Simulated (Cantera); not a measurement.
Feed: 1 mol c-C4F8, 0.78 mol CH4, 0.074 mol H2, equilibrated at 2.20 Pa.

These are equilibrium values from Cantera (NASA tables, ideal gas, pure condensed phases), not measurements of a reactor. Candidate condensed phases: C, C6H6, C7H8, C8H18; 95 gas species. The feed counts by its element totals alone. The numbers say what is thermodynamically allowed, not how fast it happens.

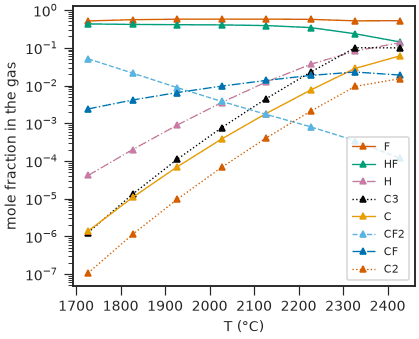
Figure. Equilibrium gas composition (values under 1e-9 drawn at 1e-9)

From 1727 °C to 2327 °C the condensed part is C(graphite). At 2427 °C nothing is condensed. The main C-bearing gas is CF2 at 1727 °C and C3 at 2427 °C. The share of C in condensed phases is highest at 1927 °C (97.4 %) and lowest at 2427 °C (0.0 %).
